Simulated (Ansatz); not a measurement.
# Geometry relaxation of CH$_{5}$ClOSi (part 1 of 2)

The run: geometry relaxation of CH$_{5}$ClOSi. Method and program: RKS PBE-D4/def2-SVP (Ansatz 0.2.0).

It belongs to a series of runs on one base structure; here: start relaxed. Figures and captions count atoms from 1; the log counts them from 0 in places.

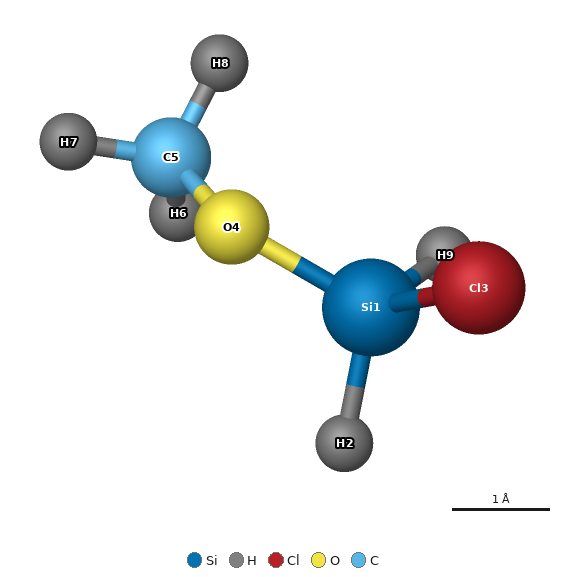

**Figure 1.** The input geometry (ball-and-stick view, seen at a tilt; atoms are numbered from 1 in the order of the input). Bond lengths as drawn: Cl–Si 2.13 Å, C–H 1.11 Å, C–O 1.42 Å, H–Si 1.46 Å and O–Si 1.68 Å.

## The input
```yaml
crystal:
  periodic: [false, false, false]
  atoms:
    - { symbol: Si, position_ang: [0.0, 0.0, 0.0] }
    - { symbol: H, position_ang: [0.0, 0.0, 1.46] }
    - { symbol: Cl, position_ang: [2.0086, 0.0, -0.7093] }
    - { symbol: O, position_ang: [-0.7913, 1.3709, -0.5594] }
    - { symbol: C, position_ang: [-2.1512, 1.4177, -0.9653] }
    - { symbol: H, position_ang: [-2.7687, 0.8215, -0.2614] }
    - { symbol: H, position_ang: [-2.5023, 2.4707, -0.9639] }
    - { symbol: H, position_ang: [-2.2473, 0.9975, -1.9882] }
    - { symbol: H, position_ang: [-0.6877, -1.1914, -0.4862] }
basis:
  gaussian: { orbitals: def2-SVP }
hamiltonian:
  xc: pbe
  dispersion: d4
relax:
  f_tol: 0.02
  max_steps: 40
```

Run as:
```bash
ansatz run input.yaml --threads 2 --pin off --max-ram 3072MiB --backend cpu --events-out ev --progress --plain --runs-dir out
```

## Output
```
The last accepted step is kept in [file] (removed where the run ends without a failure and the disk answers)
Engine: ansatz 0.2.0, aarch64-unknown-linux-gnu
Functional definition: PBE
  parameter kappa = 0.804
  parameter beta = 0.06672455060314922
  exchange = pbe_x(kappa = kappa, mu = beta*pi^2/3)
  correlation = pbe_c(beta = beta)
982 factors; their error is unknown
mean field evaluation 1: about -23540.0805 eV, gradient 5.1e1 eV
mean field evaluation 2: about -23514.1316 eV, gradient 1.2e2 eV
mean field evaluation 4: about -23545.5758 eV, gradient 8.7e0 eV
mean field evaluation 8: about -23545.6653 eV, gradient 1.6e-1 eV
mean field evaluation 16: about -23545.6653 eV, gradient 2.5e-5 eV
mean field -23545.66530497 eV, -865.2872401326 hartree, gradient 2.5e-5 eV, S^2 0.000000; 0 other end points of the search recorded, 0 dependent functions left out
the calculation of the forces begins
reference -23545.66533743 eV, -865.2872413255 hartree; 25, 25 occupied and 64, 64 virtual orbitals, 982 factors
relax step   1: F+E_penalty+E_count = -23545.83717053 eV  Δ(F+E_penalty+E_count) = +0.000e0 eV  max|allowed force component| = 9.350e-1 eV/Å  Δτ_max = 0.0000 Å  (26 SCF iters, accepted)
these checks for a lower state are left out or cut short: starts, cluster_reference, orbital_swaps, neighbouring_geometries, increment
982 factors; their error is unknown
mean field -23545.75421512 eV, -865.2905075202 hartree, gradient 1.6e-5 eV, S^2 0.000000; 0 other end points of the search recorded, 0 dependent functions left out
[... from here on the field's lines of each further geometry are left out, up to the last ...]
relax step   2: F+E_penalty+E_count = -23545.92713184 eV  Δ(F+E_penalty+E_count) = -8.996e-2 eV  max|allowed force component| = 3.410e-1 eV/Å  Δτ_max = 0.1031 Å  (26 SCF iters, accepted)
relax step   3: F+E_penalty+E_count = -23545.93570507 eV  Δ(F+E_penalty+E_count) = -8.573e-3 eV  max|allowed force component| = 9.075e-2 eV/Å  Δτ_max = 0.0314 Å  (27 SCF iters, accepted)
relax step   4: F+E_penalty+E_count = -23545.93780680 eV  Δ(F+E_penalty+E_count) = -2.102e-3 eV  max|allowed force component| = 7.226e-2 eV/Å  Δτ_max = 0.0214 Å  (27 SCF iters, accepted)
relax step   5: F+E_penalty+E_count = -23545.95727094 eV  Δ(F+E_penalty+E_count) = -1.946e-2 eV  max|allowed force component| = 1.694e-1 eV/Å  Δτ_max = 0.2000 Å  (32 SCF iters, accepted)
relax step   6: F+E_penalty+E_count = -23545.96466338 eV  Δ(F+E_penalty+E_count) = -7.392e-3 eV  max|allowed force component| = 5.443e-1 eV/Å  Δτ_max = 0.1902 Å  (32 SCF iters, accepted)
relax step   7: F+E_penalty+E_count = -23546.01260144 eV  Δ(F+E_penalty+E_count) = -4.794e-2 eV  max|allowed force component| = 2.484e-1 eV/Å  Δτ_max = 0.2000 Å  (32 SCF iters, accepted)
relax step   8: F+E_penalty+E_count = -23546.02653936 eV  Δ(F+E_penalty+E_count) = -1.394e-2 eV  max|allowed force component| = 3.401e-1 eV/Å  Δτ_max = 0.1953 Å  (33 SCF iters, accepted)
relax step   9: F+E_penalty+E_count = -23546.03270797 eV  Δ(F+E_penalty+E_count) = -6.169e-3 eV  max|allowed force component| = 2.781e-1 eV/Å  Δτ_max = 0.0389 Å  (27 SCF iters, accepted)
relax step  10: F+E_penalty+E_count = -23546.04331836 eV  Δ(F+E_penalty+E_count) = -1.061e-2 eV  max|allowed force component| = 1.649e-1 eV/Å  Δτ_max = 0.0826 Å  (27 SCF iters, accepted)
relax step  11: F+E_penalty+E_count = -23546.05667704 eV  Δ(F+E_penalty+E_count) = -1.336e-2 eV  max|allowed force component| = 1.193e-1 eV/Å  Δτ_max = 0.1822 Å  (26 SCF iters, accepted)
relax step  12: F+E_penalty+E_count = -23546.04546176 eV  Δ(F+E_penalty+E_count) = +1.122e-2 eV  max|allowed force component| = 5.294e-1 eV/Å  Δτ_max = 0.1953 Å  (26 SCF iters, rejected (line search))
relax step  13: F+E_penalty+E_count = -23546.06165367 eV  Δ(F+E_penalty+E_count) = -4.977e-3 eV  max|allowed force component| = 9.316e-2 eV/Å  Δτ_max = 0.0975 Å  (25 SCF iters, accepted)
relax step  14: F+E_penalty+E_count = -23546.06360333 eV  Δ(F+E_penalty+E_count) = -1.950e-3 eV  max|allowed force component| = 1.975e-1 eV/Å  Δτ_max = 0.0975 Å  (25 SCF iters, accepted)
relax step  15: F+E_penalty+E_count = -23546.06583659 eV  Δ(F+E_penalty+E_count) = -2.233e-3 eV  max|allowed force component| = 7.385e-2 eV/Å  Δτ_max = 0.0128 Å  (28 SCF iters, accepted)
relax step  16: F+E_penalty+E_count = -23546.06816310 eV  Δ(F+E_penalty+E_count) = -2.327e-3 eV  max|allowed force component| = 1.685e-2 eV/Å  Δτ_max = 0.0621 Å  (26 SCF iters, accepted)
relax step  17: F+E_penalty+E_count = -23546.06750275 eV  Δ(F+E_penalty+E_count) = +6.604e-4 eV  max|allowed force component| = 1.834e-1 eV/Å  Δτ_max = 0.1187 Å  (25 SCF iters, rejected (line search))
relax step  18: F+E_penalty+E_count = -23546.06912957 eV  Δ(F+E_penalty+E_count) = -9.665e-4 eV  max|allowed force component| = 2.995e-2 eV/Å  Δτ_max = 0.0579 Å  (26 SCF iters, accepted)
relax step  19: F+E_penalty+E_count = -23546.06891815 eV  Δ(F+E_penalty+E_count) = +2.114e-4 eV  max|allowed force component| = 9.375e-2 eV/Å  Δτ_max = 0.0653 Å  (26 SCF iters, rejected (line search))
relax step  20: F+E_penalty+E_count = -23546.06954996 eV  Δ(F+E_penalty+E_count) = -4.204e-4 eV  max|allowed force component| = 2.012e-2 eV/Å  Δτ_max = 0.0319 Å  (26 SCF iters, accepted)
relax step  21: F+E_penalty+E_count = -23546.06967891 eV  Δ(F+E_penalty+E_count) = -1.289e-4 eV  max|allowed force component| = 2.689e-2 eV/Å  Δτ_max = 0.0381 Å  (26 SCF iters, accepted)
the calculation of the forces begins
reference -23545.88944300 eV, -865.2954770533 hartree; 25, 25 occupied and 64, 64 virtual orbitals, 982 factors
relax step  22: F+E_penalty+E_count = -23546.06976827 eV  Δ(F+E_penalty+E_count) = -8.936e-5 eV  max|allowed force component| = 1.954e-2 eV/Å  Δτ_max = 0.0046 Å  (21 SCF iters, accepted)
```

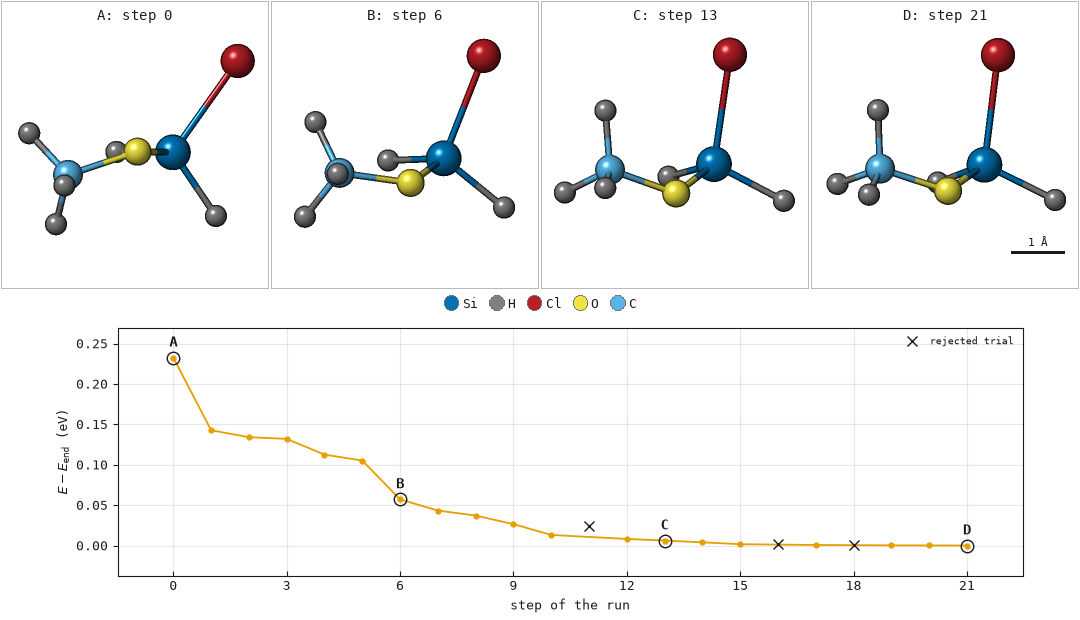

**Figure 2.** Frames of the relaxation (ball-and-stick view, seen at a tilt) above the curves, on which the letters mark them (the first geometry is step 0 here and step 1 in the log).

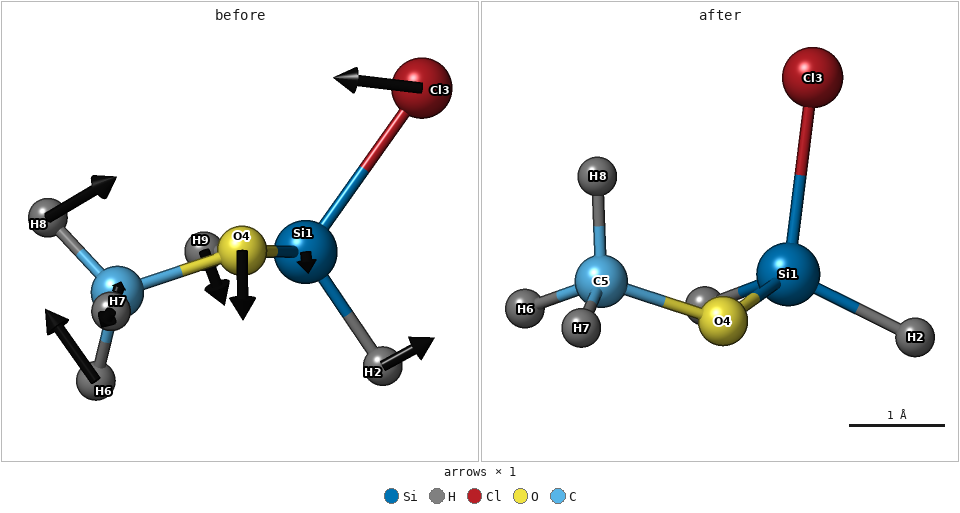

**Figure 3.** Before (left) and after (right) the relaxation, at one scale (ball-and-stick view, seen at a tilt). The black arrows give the displacements, at true length. After 21 geometry steps the energy has fallen by 0.233 eV. Largest force component: 0.93 eV/Å at the start, 0.02 eV/Å at the end. The line search rejected the trial steps at points 11, 16, 18 (counted from 0) and went back. The largest move after the best rigid fit is that of Cl3, 0.97 Å. By element the largest moves are Cl 0.97 Å, H 0.95 Å, O 0.75 Å, Si 0.24 Å, C 0.13 Å. Among the contacts that change: Si1–H9 1.459 → 1.503 Å, Si1–Cl3 2.130 → 2.087 Å, Si1–H2 1.460 → 1.492 Å, Si1–O4 1.679 → 1.666 Å. Among the angles that change: H2–Si1–H9 109.5° → 113.0°, H2–Si1–O4 109.5° → 106.0°, Cl3–Si1–H9 109.5° → 106.6°. (Atoms are counted from 1 in the order of the input.)

```
982 factors; their error is unknown
mean field -23545.88941055 eV, -865.2954758607 hartree, gradient 9.6e-6 eV, S^2 0.000000; 1 other end points of the search recorded, 0 dependent functions left out
the calculation of the forces begins
reference -23545.88944300 eV, -865.2954770533 hartree; 25, 25 occupied and 64, 64 virtual orbitals, 982 factors
Total energy: -23546.06980072 eV, -865.3021050771 hartree
Atom 0 at    -0.113991    -0.060485     0.188337 Å, force     0.004010     0.002102     0.001085 eV/Å
Atom 1 at     0.626968     0.112007     1.472247 Å, force    -0.000748     0.000728     0.000732 eV/Å
Atom 2 at     1.241147    -0.055567    -1.398408 Å, force    -0.005334     0.000125     0.004141 eV/Å
Atom 3 at    -1.149803     1.239338     0.078637 Å, force    -0.001924    -0.006620    -0.014140 eV/Å
Atom 4 at    -2.034717     1.451185    -1.010651 Å, force    -0.008641     0.007919     0.001301 eV/Å
Atom 5 at    -2.755279     0.608977    -1.132326 Å, force     0.011668     0.015854    -0.000686 eV/Å
Atom 6 at    -2.613494     2.376914    -0.815078 Å, force     0.011082    -0.019537    -0.004686 eV/Å
Atom 7 at    -1.481680     1.577955    -1.968447 Å, force    -0.010675    -0.001834     0.013126 eV/Å
Atom 8 at    -0.859051    -1.363424     0.111989 Å, force     0.000562     0.001262    -0.000872 eV/Å
Dipole moment:    -0.290092    -0.030018    -0.016711 e Å
```

## Trajectory as extended XYZ (Å, eV, eV/Å), 22 frames, from step=1 to step=22
```
9
Properties=species:S:1:pos:R:3:forces:R:3 step=1 energy=-23545.83717
Si    0.0000    0.0000    0.0000    0.6493   0.9350  -0.7794
H     0.0000    0.0000    1.4600    0.2346   0.0281   0.7400
Cl    2.0086    0.0000   -0.7093   -0.9225   0.0374   0.3333
O    -0.7913    1.3709   -0.5594    0.4674   0.0236   0.1266
C    -2.1512    1.4177   -0.9653    0.4344  -0.3519   0.1378
H    -2.7687    0.8215   -0.2614   -0.3703   0.0757  -0.1080
H    -2.5023    2.4707   -0.9639    0.0453  -0.0533   0.0124
H    -2.2473    0.9975   -1.9882   -0.2432   0.0269  -0.0879
H    -0.6877   -1.1914   -0.4862   -0.2949  -0.7215  -0.3748
9
Properties=species:S:1:pos:R:3:forces:R:3 step=2 energy=-23545.92713
Si   -0.0151   -0.0076    0.0119    0.3237   0.3410  -0.1859
H     0.0951    0.0080    1.4988   -0.0820  -0.0505   0.1360
Cl    1.9441    0.0212   -0.6888   -0.1088   0.0165  -0.0078
O    -0.7881    1.3677   -0.5438   -0.0721  -0.1234   0.0650
C    -2.1444    1.4112   -0.9691    0.1436  -0.0386   0.0855
H    -2.8226    0.8449   -0.2899   -0.0278   0.0347  -0.0438
H    -2.4745    2.4698   -0.9729    0.0021   0.0002  -0.0121
H    -2.2607    1.0062   -1.9982   -0.0235  -0.0148  -0.0284
H    -0.6737   -1.2345   -0.5217   -0.1552  -0.1652  -0.0085
9
Properties=species:S:1:pos:R:3:forces:R:3 step=3 energy=-23545.93570
Si   -0.0017   -0.0011    0.0105   -0.0046   0.0726  -0.0138
H     0.0850   -0.0082    1.5076    0.0150  -0.0112  -0.0134
Cl    1.9399    0.0373   -0.7155   -0.0174   0.0065  -0.0042
O    -0.7886    1.3709   -0.5264   -0.0907  -0.0856   0.0413
C    -2.1388    1.4076   -0.9671    0.0846   0.0268   0.0199
H    -2.8326    0.8494   -0.2970    0.0243   0.0084  -0.0093
H    -2.4680    2.4665   -0.9817   -0.0015   0.0031  -0.0158
H    -2.2469    0.9990   -1.9967    0.0036  -0.0170  -0.0068
H    -0.6882   -1.2346   -0.5075   -0.0133  -0.0037   0.0020
9
Properties=species:S:1:pos:R:3:forces:R:3 step=4 energy=-23545.93781
Si   -0.0018   -0.0005    0.0136   -0.0515   0.0059   0.0228
H     0.0951   -0.0186    1.5108    0.0240  -0.0036  -0.0292
Cl    1.9304    0.0470   -0.7300    0.0265  -0.0019  -0.0160
O    -0.7949    1.3724   -0.5060   -0.0723  -0.0511   0.0470
C    -2.1366    1.4077   -0.9667    0.0388   0.0243  -0.0153
H    -2.8401    0.8544   -0.3032    0.0173   0.0067  -0.0012
H    -2.4654    2.4666   -0.9939    0.0026  -0.0020  -0.0155
H    -2.2311    0.9911   -1.9949    0.0032  -0.0074   0.0019
H    -0.6955   -1.2333   -0.5035    0.0113   0.0291   0.0055
```
